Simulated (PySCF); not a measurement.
CH$_{4}$O, SMILES `CO`.

Computed with PySCF, PBE0/aug-cc-pVDZ, geometry: GFN2-xTB. No frequency check shows the geometry to be a minimum.

Coordinates in Å:

```
C1       0.6597    0.0200    0.0001
O2      -0.7392   -0.1228   -0.0000
H3       1.0734   -0.9866   -0.0062
H4       1.0137    0.5436    0.8946
H5       1.0127    0.5544   -0.8889
H6      -1.1443    0.7507    0.0004
```

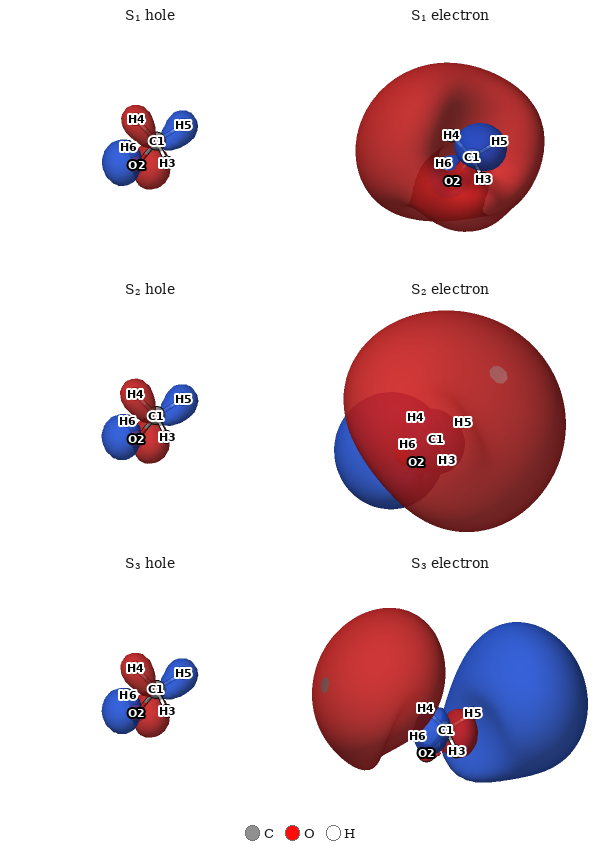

Leading natural transition orbitals (full linear response singlet states).

**Describe these excited states.**

By state:
- S₁: 6.42 eV (193 nm), f = 0.001 (very weak), diffuse (Rydberg-like) orbital; the leading pair carries 100 %; hole on O2 (66 %), C1 (14 %) and H4 and H5 (7 % each), electron on H6 (43 %), C1 (16 %) and O2 (16 %) (atom shares of so diffuse an orbital are rough); their centroids lie 1.2 Å apart.
- S₂: 7.26 eV (171 nm), f = 0.030, diffuse (Rydberg-like) orbital; the leading pair carries 100 %; hole on O2 (64 %), C1 (15 %) and H4 and H5 (8 % each), electron on C1 (22 %), H3 (21 %) and H4 and H5 (19 % each) (atom shares of so diffuse an orbital are rough); their centroids lie 1.8 Å apart.
- S₃: 7.81 eV (159 nm), f = 0.032, diffuse (Rydberg-like) orbital; the leading pair carries 100 %; hole on O2 (64 %), C1 (14 %) and H4 and H5 (8 % each), electron on H4 and H5 (29 % each), C1 (22 %) and H6 (10 %) (atom shares of so diffuse an orbital are rough); their centroids lie 1.7 Å apart.

Run time: 52 s on 1 thread of Intel(R) Xeon(R) 6975P-C (Granite Rapids) (shared host), peak memory 0.47 GiB.
